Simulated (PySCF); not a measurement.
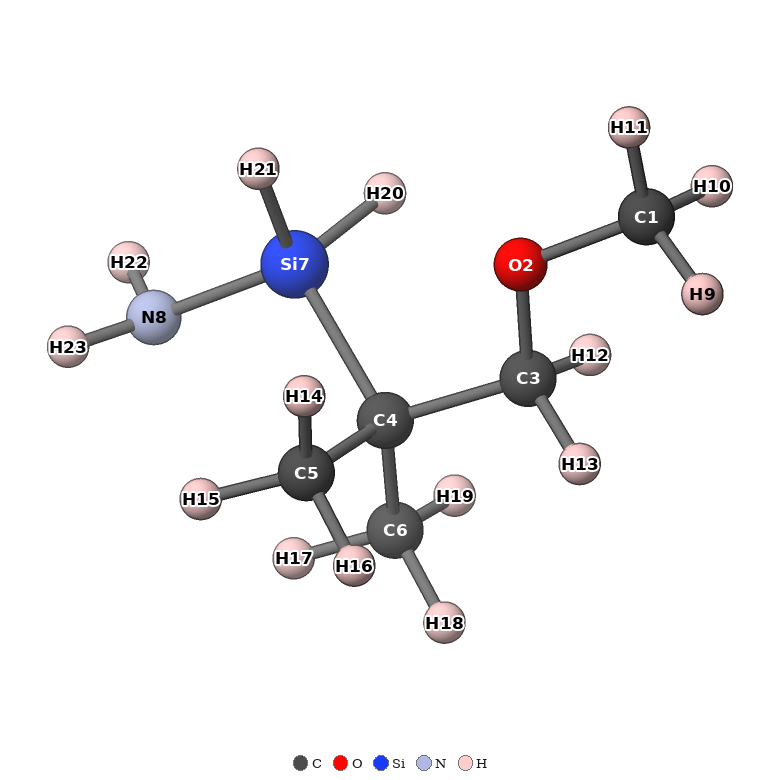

Computed geometry: PBE0-D3(BJ)/def2-SVP optimisation. No frequency run is at hand to confirm it as a minimum. Properties computed with delta-SCF UKS SCAN, pcX-2 on the ionised atom, pcseg-1 elsewhere, spin-free X2C (PySCF 2.14.0).

Give the core-electron binding energies (to vacuum; p and d levels without spin–orbit splitting) of C1 1s, O2 1s, C3 1s, C4 1s, C5 1s, Si7 1s, Si7 2p, N8 1s.

```csv
atom,level,binding energy (eV)
C1,1s,292.1
O2,1s,538.2
C3,1s,291.7
C4,1s,289.8
C5,1s,290.2
Si7,1s,1846.0
Si7,2p,106.4
N8,1s,404.3
```
